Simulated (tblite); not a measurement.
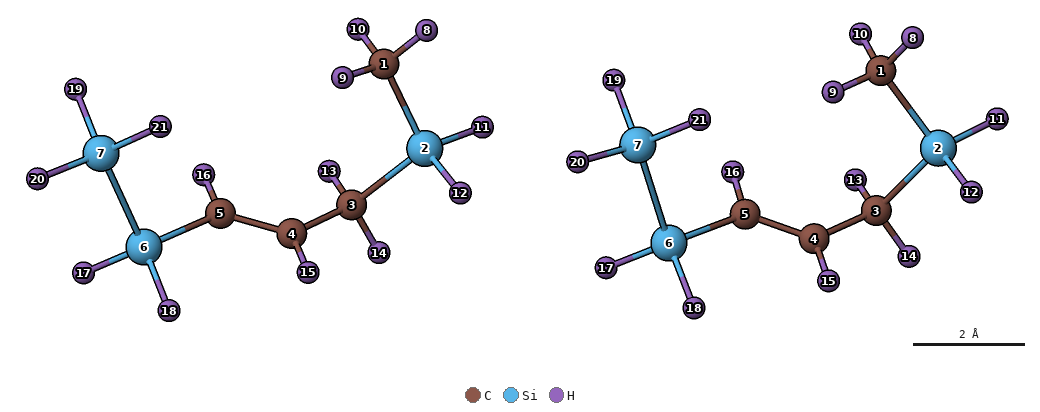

Two geometries of C4H14Si3, drawn at one scale. One is the start of a relaxation, the other its converged end. Style: ball-and-stick. Shown at a tilt.

Method: GFN2-xTB geometry optimisation, gas phase (tblite 0.8.0). 

Which of the two is the end point?

Answer. The right one is the relaxed one. H8 moves most after the best rigid fit: 0.69 Å. By element the largest moves are H 0.69 Å, C 0.44 Å, Si 0.34 Å. Near-neighbour distances that change, for instance: C1–Si2 1.857 → 1.897 Å, C5–Si6 1.841 → 1.875 Å, Si7–H19 1.499 → 1.467 Å, C4–C5 1.352 → 1.329 Å. Among the angles between lasting bonds that change: Si2–C3–C4 114.3° → 110.1°, C4–C5–H16 121.2° → 117.5°, Si6–C5–H16 114.0° → 117.2°. After 137 geometry steps the energy has fallen by 3.76 kcal/mol.
